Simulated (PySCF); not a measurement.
# C₅H₇S−: a tour of settings

Aim: see how C₅H₇S− (`[S-]/C=C/C1CC1`) answers to the choice of functional, basis, grid and SCF options, and what happens with inputs that are wrong on purpose.

The runs use PySCF 2.14.0, with density-fitted response routines of our own; the level of theory stands in each step. All values are computed, except where a source is named. Atoms are numbered from 0 throughout.

### 1 The starting structure

13 atoms, charge -1, multiplicity 1; geometry from: GFN2-xTB.

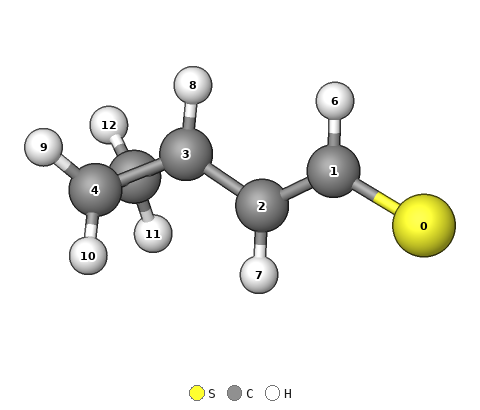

As it starts; sulfur yellow, carbon grey, hydrogen white, atoms numbered; sticks join atoms by distance.

### 2 Shielding tensors: PBE0/pcSseg-1

Job settings and geometry (Å):

```
{"job": {"kind": "nmr", "xc": "PBE0", "basis": "pcSseg-1"}, "charge": -1, "multiplicity": 1}
S      3.577659    -0.193249     1.448319
C      2.234462     0.003651     0.424289
C      0.938771    -0.094891     0.774680
C     -0.171983     0.090247    -0.170802
C     -1.464243     0.740750     0.258967
C     -1.436869    -0.725514    -0.058595
H      2.473071     0.234630    -0.617877
H      0.675330    -0.322696     1.799331
H      0.152916     0.318076    -1.182843
H     -1.974697     1.404332    -0.427392
H     -1.562717     1.030849     1.295228
H     -1.517126    -1.421292     0.764437
H     -1.928964    -1.064408    -0.961246
```

With the program's defaults for keys left out, this is: GIAO PBE0/pcSseg-1 NMR shielding, non-relativistic, gas phase.

Run with:

```bash
$ OMP_NUM_THREADS=1 python probes_run.py task.json out
```

One launch serves the whole session: the jobs run in the order shown.

The program printed:

```text
coarse grid: 11400 points
cycle   1  E = -592.3784280578  dE =  7.878e-01  |g| = 4.784e-01  |ddm| = 3.340e+00
cycle   2  E = -592.3991790890  dE = -2.075e-02  |g| = 4.696e-01  |ddm| = 1.821e+00
cycle   3  E = -592.4623429413  dE = -6.316e-02  |g| = 4.035e-02  |ddm| = 8.770e-01
cycle   4  E = -592.4623973073  dE = -5.437e-05  |g| = 3.458e-02  |ddm| = 6.920e-02
cycle   5  E = -592.4626840909  dE = -2.868e-04  |g| = 6.723e-03  |ddm| = 4.034e-02
cycle   6  E = -592.4626952619  dE = -1.117e-05  |g| = 3.036e-03  |ddm| = 1.309e-02
cycle   7  E = -592.4626976381  dE = -2.376e-06  |g| = 4.992e-04  |ddm| = 4.839e-03
final grid: 105392 points
cycle   8  E = -592.5019998200  dE = -2.943e-05  |g| = 8.257e-03  |ddm| = 3.343e-02
cycle   9  E = -592.5019741944  dE =  2.563e-05  |g| = 1.238e-02  |ddm| = 2.530e-02
cycle  10  E = -592.5020175326  dE = -4.334e-05  |g| = 1.458e-03  |ddm| = 1.890e-02
cycle  11  E = -592.5020181301  dE = -5.976e-07  |g| = 2.663e-04  |ddm| = 2.097e-03
cycle  12  E = -592.5020181457  dE = -1.559e-08  |g| = 9.546e-05  |ddm| = 5.250e-04
cycle  13  E = -592.5020181479  dE = -2.164e-09  |g| = 4.035e-05  |ddm| = 1.794e-04
cycle  14  E = -592.5020181483  dE = -3.994e-10  |g| = 7.057e-06  |ddm| = 4.724e-05
converged SCF energy = -592.5020181483

GIAO shielding tensors (ppm)
atom      isotropic    diamagn.    paramagn.     s11        s22        s33       span
  0 S      483.002    1056.055    -573.053    270.728    585.804    592.474    321.746
  1 C       21.121     250.205    -229.083   -103.851     33.106    134.108    237.959
  2 C       72.141     249.941    -177.800    -22.799    109.319    129.904    152.703
  3 C      166.457     245.522     -79.065    130.176    152.204    216.992     86.816
  4 C      178.493     253.327     -74.834    148.344    174.493    212.642     64.298
  5 C      178.507     252.932     -74.424    148.330    174.496    212.696     64.366
  6 H       23.832      31.030      -7.198     20.761     21.127     29.608      8.847
  7 H       27.294      31.945      -4.650     24.749     25.196     31.937      7.188
  8 H       30.471      32.442      -1.971     24.480     29.506     37.428     12.948
  9 H       31.721      31.883      -0.162     25.878     28.216     41.069     15.191
 10 H       32.119      32.120      -0.001     26.743     29.837     39.776     13.033
 11 H       32.119      32.089       0.029     26.741     29.837     39.778     13.036
 12 H       31.719      31.863      -0.144     25.877     28.215     41.066     15.189
```

Run time: 22 s. Hardware: 1 thread of Intel Xeon Platinum 8259CL at 2.50GHz, shared host; peak memory 0.72 GiB.

Shifts follow as δ = σ(reference) − σ, with reference shieldings (ppm) from runs at the same level and on the same kind of geometry: ¹H TMS 31.72, ¹³C TMS 186.9, ³³S CS2 504. The references are single molecules in the gas phase. Atoms listed in one row are averaged.

```tsv
atoms	environment	σ (ppm)	δ (ppm)
C1	alkene CH	21.1	165.8
C2	alkene CH	72.1	114.8
C3	three-membered-ring carbon	166.5	20.5
C4, C5	three-membered-ring carbon	178.5	8.4
H6	hydrogen on an alkene CH	23.83	7.88
H7	hydrogen on an alkene CH	27.29	4.42
H8	hydrogen on a three-membered-ring carbon	30.47	1.25
H9, H12	hydrogen on a three-membered-ring carbon	31.72	0.00
H10, H11	hydrogen on a three-membered-ring carbon	32.12	-0.40
S0	sulfur bonded to C	483	21
```

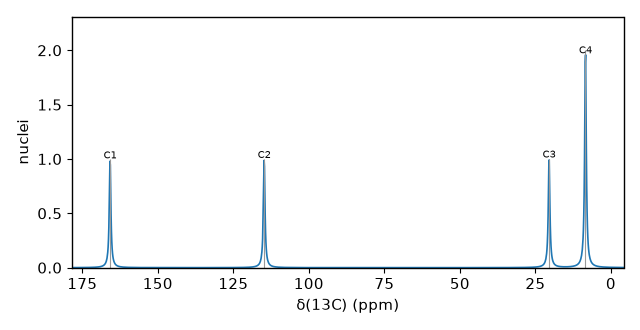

¹³C lines at the computed shifts, without couplings. Lines are broadened to a width of 0.63 ppm (Lorentzian).

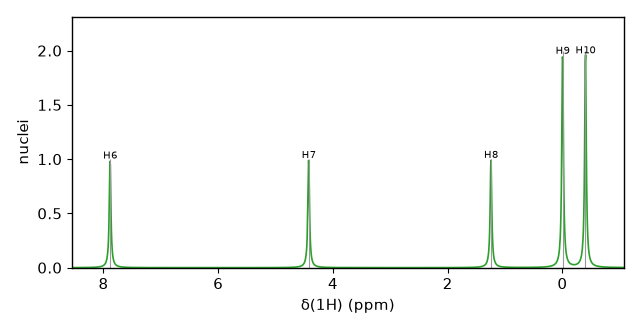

¹H lines at the computed shifts, without couplings. Lines are broadened to a width of 0.03 ppm (Lorentzian).

Charges from the same density, by scheme (e):

```tsv
atoms	Mulliken	IAO	Hirshfeld	ESP fit
S0	-0.59	-0.60	-0.59	-0.74
C1	-0.22	-0.24	-0.12	-0.12
C2	-0.09	-0.28	-0.14	-0.39
C3	-0.25	-0.10	-0.05	0.12
C4, C5	-0.20	-0.31	-0.12	-0.38
```

Hirshfeld charges:

S0 -0.59; C1 -0.12; C2 -0.14; C3 -0.05; C4 -0.12; C5 -0.12; H6 0.00; H7 0.00; H8 0.03; H9 0.02; H10 0.03; H11 0.03; H12 0.02

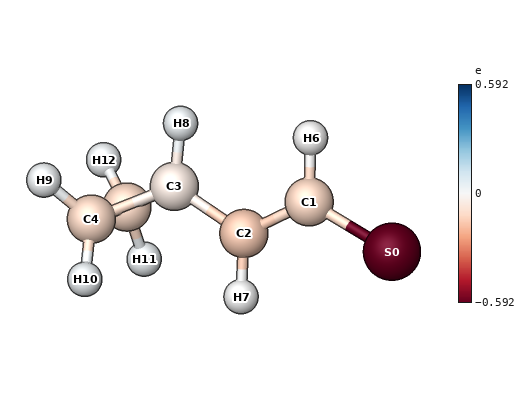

Hirshfeld charges, as colours on the atoms.

Mayer bond orders: S0–C1 1.27, C1–C2 1.67, C2–C3 1.03, C3–C4 0.92, C4–C5 0.97, C5–C3 0.92.

Ring of atoms C3, C4, C5: NICS(0) -41.4, NICS(1) -8.2, NICS(1)zz -21.6 ppm (means of both faces). The ring holds saturated atoms, so no π current runs round it: these values come from its σ bonds, any local π bonds and neighbouring rings, and say nothing of aromaticity.

In rings of three or four atoms NICS is ruled by the nearby σ bonds, so it says little on aromaticity.

### 3 Excited states and response: PBE0/def2-SVPD

Settings changed since step 2:

```diff
@@ -1,2 +1,2 @@
-{"job": {"kind": "nmr", "xc": "PBE0", "basis": "pcSseg-1"}, "charge": -1, "multiplicity": 1}
+{"job": {"kind": "uv", "xc": "PBE0", "basis": "def2-SVPD", "nstates": 6, "ntriplets": 2}, "charge": -1, "multiplicity": 1}
 S      3.577659    -0.193249     1.448319
```

Method: TDDFT PBE0/def2-SVPD, vertical, gas phase, core orbitals frozen in the response.

The program printed:

```text
coarse grid: 11400 points
cycle   1  E = -592.1504193159  dE =  7.296e-01  |g| = 4.631e-01  |ddm| = 6.643e+00
cycle   2  E = -592.1295402027  dE =  2.088e-02  |g| = 5.547e-01  |ddm| = 8.554e+00
cycle   3  E = -592.2362804189  dE = -1.067e-01  |g| = 6.648e-02  |ddm| = 6.581e+00
cycle   4  E = -592.2367839290  dE = -5.035e-04  |g| = 5.294e-02  |ddm| = 2.909e-01
cycle   5  E = -592.2375394575  dE = -7.555e-04  |g| = 8.920e-03  |ddm| = 1.556e-01
cycle   6  E = -592.2375607280  dE = -2.127e-05  |g| = 2.587e-03  |ddm| = 3.817e-02
cycle   7  E = -592.2375623502  dE = -1.622e-06  |g| = 7.325e-04  |ddm| = 7.652e-03
final grid: 105392 points
cycle   8  E = -592.3033252362  dE = -2.918e-05  |g| = 8.515e-03  |ddm| = 1.832e-01
cycle   9  E = -592.3032956826  dE =  2.955e-05  |g| = 1.286e-02  |ddm| = 5.299e-02
cycle  10  E = -592.3033451020  dE = -4.942e-05  |g| = 1.641e-03  |ddm| = 4.057e-02
cycle  11  E = -592.3033458655  dE = -7.635e-07  |g| = 2.559e-04  |ddm| = 4.074e-03
cycle  12  E = -592.3033458811  dE = -1.558e-08  |g| = 1.007e-04  |ddm| = 1.359e-03
cycle  13  E = -592.3033458838  dE = -2.671e-09  |g| = 4.182e-05  |ddm| = 4.520e-04
cycle  14  E = -592.3033458843  dE = -4.547e-10  |g| = 6.071e-06  |ddm| = 1.413e-04
converged SCF energy = -592.3033458843

Static polarisability (au): isotropic 108.843, principal 80.717 85.335 160.476

Singlet excitations
state   eV       nm        f      main configurations
  1   3.2014    387.3   0.00564   H->L 0.99
  2   3.6207    342.4   0.00139   H->L+2 0.98
  3   3.6759    337.3   0.06771   H->L+1 0.65, H-1->L 0.33
  4   3.7178    333.5   0.06011   H-1->L 0.65, H->L+1 0.33
  5   3.9183    316.4   0.00058   H-1->L+1 0.69, H-1->L+4 0.30
  6   4.0815    303.8   0.01499   H-1->L+2 0.94

Triplet excitations (Tamm-Dancoff, eV): 3.0469 3.1748
```

Run time: 23 s. Hardware: 1 thread of Intel Xeon Platinum 8259CL at 2.50GHz, shared host; peak memory 0.78 GiB.

The orbitals next to the gap, with their largest atomic shares:

```tsv
orbital	eV	atoms
HOMO−3	-4.16	S0 48 %, C1 22 %, C2 7 %
HOMO−2	-3.33	C1 35 %, S0 24 %, C2 18 %
HOMO−1	-0.45	S0 79 %, C1 14 %
HOMO	-0.10	S0 54 %, C2 20 %, C1 15 %
LUMO	3.83	C4 21 %, C5 21 %, H9 16 %
LUMO+1	4.35	H9 15 %, H12 15 %, C5 15 %
LUMO+2	4.44	H8 22 %, C3 11 %, S0 10 %
```

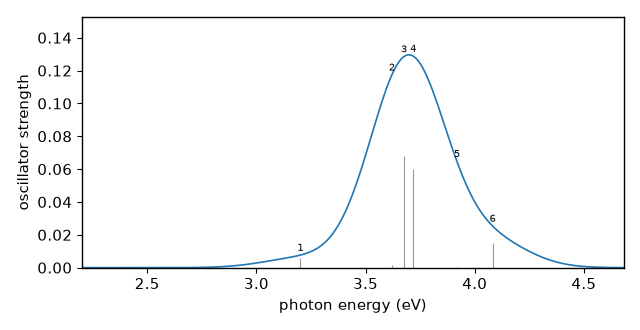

Absorption spectrum from the 6 singlet states computed; above the last one it falls off for lack of states. Lines are broadened to a width of 0.40 eV (Gaussian).

Ground-state properties from the same run:

```tsv
property	computed
polarisability (Å³)	16.13
HOMO–LUMO gap (eV)	3.93
−ε(HOMO) (eV)	0.10
```

### 4 NMR shieldings: KT2/cc-pVDZ-PP

Settings changed since step 3:

```diff
@@ -1,2 +1,2 @@
-{"job": {"kind": "uv", "xc": "PBE0", "basis": "def2-SVPD", "nstates": 6, "ntriplets": 2}, "charge": -1, "multiplicity": 1}
+{"job": {"kind": "nmr", "xc": "KT2", "basis": "cc-pVDZ-PP", "pop": false, "scf": {"aux": "sto-3g", "max_cycle": 68}}, "charge": -1, "multiplicity": 1}
 S      3.577659    -0.193249     1.448319
```

Method: KT2/cc-pVDZ-PP.

The program printed:

```text
KeyError: 'Element s (Z=16) not found in basis cc-pVDZ-PP version 0'
```

Run time: 0.02 s. Hardware: 1 thread of Intel Xeon Platinum 8259CL at 2.50GHz, shared host.

**What went wrong.** The basis cc-pVDZ-PP has no functions for an element of the molecule, so the input was refused before any integral. Cure: choose a basis that covers all elements.

### 5 Excited states and response: BHandHLYP/def2-SVPD

Settings changed since step 4:

```diff
@@ -1,2 +1,2 @@
-{"job": {"kind": "nmr", "xc": "KT2", "basis": "cc-pVDZ-PP", "pop": false, "scf": {"aux": "sto-3g", "max_cycle": 68}}, "charge": -1, "multiplicity": 1}
+{"job": {"kind": "uv", "xc": "BHandHLYP", "basis": "def2-SVPD", "nstates": 3, "ntriplets": 0, "tda": true, "grid": 1}, "charge": -1, "multiplicity": 1}
 S      3.577659    -0.193249     1.448319
```

With the program's defaults for keys left out, this is: TDA BHandHLYP/def2-SVPD, vertical, gas phase, core orbitals frozen in the response.

The program printed:

```text
final grid: 49520 points
cycle   1  E = -592.4661874747  dE =  9.290e-01  |g| = 4.189e-01  |ddm| = 6.016e+00
cycle   2  E = -592.5023423166  dE = -3.615e-02  |g| = 3.379e-01  |ddm| = 4.074e+00
cycle   3  E = -592.5406587771  dE = -3.832e-02  |g| = 5.362e-02  |ddm| = 2.171e+00
cycle   4  E = -592.5411937515  dE = -5.350e-04  |g| = 4.034e-02  |ddm| = 2.109e-01
cycle   5  E = -592.5416181237  dE = -4.244e-04  |g| = 4.708e-03  |ddm| = 9.441e-02
cycle   6  E = -592.5416261968  dE = -8.073e-06  |g| = 1.781e-03  |ddm| = 2.772e-02
cycle   7  E = -592.5416271648  dE = -9.681e-07  |g| = 6.460e-04  |ddm| = 8.475e-03
cycle   8  E = -592.5416273235  dE = -1.587e-07  |g| = 2.368e-04  |ddm| = 4.886e-03
cycle   9  E = -592.5416273421  dE = -1.859e-08  |g| = 7.146e-05  |ddm| = 1.505e-03
cycle  10  E = -592.5416273435  dE = -1.456e-09  |g| = 1.953e-05  |ddm| = 2.413e-04
cycle  11  E = -592.5416273436  dE = -1.197e-10  |g| = 4.326e-06  |ddm| = 9.192e-05
converged SCF energy = -592.5416273436

Static polarisability (au): isotropic 104.757, principal 78.889 82.558 152.823

Singlet excitations
state   eV       nm        f      main configurations
  1   3.6632    338.5   0.00549   H->L 0.93
  2   3.9435    314.4   0.00215   H->L+2 0.90
  3   4.0670    304.9   0.17990   H->L+1 0.90
```

Wall time 13 s (1 thread of Intel Xeon Platinum 8259CL at 2.50GHz, shared host); peak memory 0.72 GiB.

This run: HOMO -0.88 eV, LUMO 4.24 eV; lowest singlet 3.66 eV.

### 6 Shielding tensors: WP04/def2-SVPD

Settings changed since step 5:

```diff
@@ -1,2 +1,2 @@
-{"job": {"kind": "uv", "xc": "BHandHLYP", "basis": "def2-SVPD", "nstates": 3, "ntriplets": 0, "tda": true, "grid": 1}, "charge": -1, "multiplicity": 1}
+{"job": {"kind": "nmr", "xc": "WP04", "basis": "def2-SVPD", "pop": true, "grid": 3, "scf": {"guess": "sap"}}, "charge": -1, "multiplicity": 1}
 S      3.577659    -0.193249     1.448319
```

Level: GIAO WP04/def2-SVPD NMR shielding, non-relativistic, gas phase.

The program printed:

```text
final grid: 158128 points
cycle   1  E = -463.6213485940  dE =  1.255e+02  |g| = 1.114e+01  |ddm| = 2.804e+02
cycle   2  E = -323.4723958761  dE =  1.401e+02  |g| = 1.740e+01  |ddm| = 3.354e+02
cycle   3  E = -573.8482133328  dE = -2.504e+02  |g| = 7.350e+00  |ddm| = 1.942e+02
cycle   4  E = -588.5953545656  dE = -1.475e+01  |g| = 4.532e+00  |ddm| = 1.716e+02
cycle   5  E = -564.2840778390  dE =  2.431e+01  |g| = 7.332e+00  |ddm| = 1.698e+02
cycle   6  E = -598.8448021372  dE = -3.456e+01  |g| = 2.762e+00  |ddm| = 3.672e+01
cycle   7  E = -601.3910847463  dE = -2.546e+00  |g| = 6.409e-01  |ddm| = 8.147e+00
cycle   8  E = -601.4893758660  dE = -9.829e-02  |g| = 4.601e-01  |ddm| = 2.686e+00
cycle   9  E = -601.5389329718  dE = -4.956e-02  |g| = 1.396e-01  |ddm| = 1.136e+00
cycle  10  E = -601.5435340473  dE = -4.601e-03  |g| = 9.896e-02  |ddm| = 6.192e-01
cycle  11  E = -601.5460553357  dE = -2.521e-03  |g| = 2.302e-02  |ddm| = 2.159e-01
cycle  12  E = -601.5461724840  dE = -1.171e-04  |g| = 9.071e-03  |ddm| = 5.169e-02
cycle  13  E = -601.5461923453  dE = -1.986e-05  |g| = 2.971e-03  |ddm| = 3.239e-02
cycle  14  E = -601.5461948479  dE = -2.503e-06  |g| = 6.440e-04  |ddm| = 8.386e-03
cycle  15  E = -601.5461949691  dE = -1.211e-07  |g| = 1.588e-04  |ddm| = 2.656e-03
cycle  16  E = -601.5461949757  dE = -6.657e-09  |g| = 5.013e-05  |ddm| = 7.317e-04
cycle  17  E = -601.5461949764  dE = -7.317e-10  |g| = 1.398e-05  |ddm| = 1.546e-04
converged SCF energy = -601.5461949764

GIAO shielding tensors (ppm)
atom      isotropic    diamagn.    paramagn.     s11        s22        s33       span
  0 S      539.446    1057.064    -517.618    349.133    600.112    669.093    319.961
  1 C       31.834     258.821    -226.987    -83.666     42.361    136.806    220.473
  2 C       80.140     237.395    -157.255     -8.008    120.363    128.065    136.072
  3 C      164.477     239.810     -75.334    129.929    153.444    210.056     80.127
  4 C      177.259     220.799     -43.540    148.001    174.444    209.331     61.330
  5 C      177.268     220.801     -43.532    147.968    174.461    209.377     61.410
  6 H       24.343      36.663     -12.320     20.661     21.757     30.612      9.952
  7 H       27.874      31.870      -3.997     24.920     25.804     32.897      7.976
  8 H       30.773      33.542      -2.769     25.280     30.282     36.757     11.477
  9 H       32.147      30.419       1.728     26.904     29.021     40.515     13.611
 10 H       32.395      33.233      -0.837     27.431     30.486     39.268     11.837
 11 H       32.394      33.250      -0.856     27.430     30.485     39.268     11.838
 12 H       32.145      30.543       1.603     26.904     29.020     40.513     13.609
```

Wall time 53 s (1 thread of Intel Xeon Platinum 8259CL at 2.50GHz, shared host); peak memory 0.8 GiB.

This run: δ C1 153.0, C2 104.7, C3 20.4, C4 7.6, H6 7.82, H7 4.29 ppm (means over like atoms).

### 7 Side by side: NMR shifts

Isotropic shieldings (ppm) of some atoms, chosen among heavy atoms and hydrogens apart, means over like atoms, with basis size and wall time:

```tsv
run	C1	C2	C3	C4	H6	H7	S0	functions	time
PBE0/pcSseg-1	21.1	72.1	166.5	178.5	23.83	27.29	483	144	22 s
WP04/def2-SVPD	31.8	80.1	164.5	177.3	24.34	27.87	539	183	53 s
```

### 8 Side by side: electronic excitations

Excitations and ground-state properties, with basis size and wall time:

```tsv
run	lowest singlet (eV)	brightest (eV)	f	gap (eV)	α (Å³)	functions	time
PBE0/def2-SVPD	3.20	3.68	0.068	3.93	16.13	183	23 s
BHandHLYP/def2-SVPD	3.66	4.07	0.180	5.12	15.52	183	13 s
```

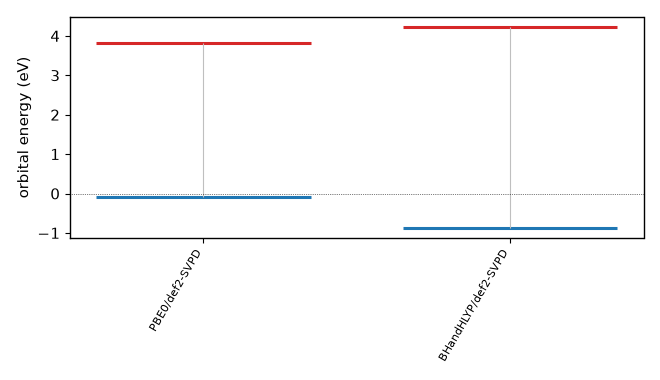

HOMO (blue) and LUMO (red) run by run.

### 9 Summary of results

| quantity | value |
| --- | --- |
| ¹³C shifts against TMS (PBE0/pcSseg-1, means over atoms taken as alike) | 165.8, 114.8, 20.5, 8.4 ppm |
| ¹H shifts against TMS (PBE0/pcSseg-1, means over atoms taken as alike) | 7.88, 4.42, 1.25, 0.00, -0.40 ppm |
| ³³S shifts against CS2 (PBE0/pcSseg-1) | 21 ppm |
| lowest singlet (PBE0/def2-SVPD) | 3.20 eV (387 nm), f = 0.006 |
| brightest single state of those computed | state 3, 3.68 eV, f = 0.068 |
| lowest triplet | 3.05 eV |
| range of the shielding of S0 | 483 to 539 ppm |
| range of the lowest singlet | 3.20 to 3.66 eV |
| property runs in this session | 5, of which 1 failed and 0 gave unsound results |

In words: Single values in the summary come from the first sound run of each kind (PBE0/pcSseg-1; PBE0/def2-SVPD), which need not be the best level. At PBE0/pcSseg-1: The widest tensor belongs to S0: span 322 ppm, with a paramagnetic part of -573 ppm. The lowest singlet, at 3.20 eV, is HOMO→LUMO 0.99 and is weak; of the 6 states computed, the strongest absorption comes from state 3 at 3.68 eV. The lowest triplet lies 0.15 eV below the lowest singlet (triplets in Tamm-Dancoff, singlets in full TDDFT). The lowest singlet lies above −ε(HOMO); no detachment energy was computed, so the anion's states may not be bound. Across the 2 runs the shielding of S0 moves most, between 483 (PBE0/pcSseg-1) and 539 ppm (WP04/def2-SVPD). The lowest singlet runs from 3.20 eV (PBE0/def2-SVPD) to 3.66 eV (BHandHLYP/def2-SVPD), while the orbital gap spans 3.93 to 5.12 eV. Some runs use the Tamm-Dancoff approximation and others full TDDFT, which shifts states apart from functional and basis. The lowest state need not be the same one in every run. The runs solved for a few states only, so the brightest column depends on that window. At PBE0/pcSseg-1 the HOMO lies above zero (+0.28 eV), as often for anions in the gas phase: self-interaction error lifts it, or the electron is held by the finite basis alone; counter-ions and solvent are missing.
